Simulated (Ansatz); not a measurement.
The starting structures come from a database of crystals and need not be the phases stable at ambient conditions.

Where the default PAW files enter, the runs use the earlier of Ansatz's two default sets.

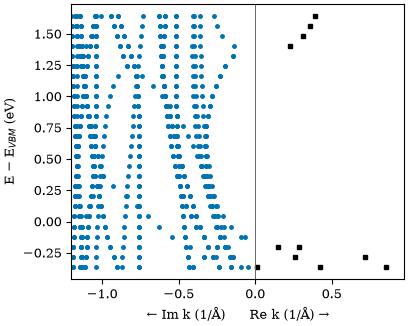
Figure: Complex bands at the centre of the two-dimensional zone; Ansatz (an electronic-structure program) with PBEsol

The gap is the functional's own, uncorrected, and κ follows it; spin-orbit coupling is left out. Mid-gap means the computed energy nearest the middle.

Task: This is HgO (P3_221, not sure to be the ambient phase, 6 atoms a cell, 17.1 Å³ an atom, -3 GPa at this level) along the normal of (110). Read off the slowest decay at the centre of the two-dimensional zone at 0.68 eV, the computed energy nearest the middle of the gap.

Result: κ ≈ 0.32 1/Å, a decay length 1/(2κ) of the density of 1.5 Å.
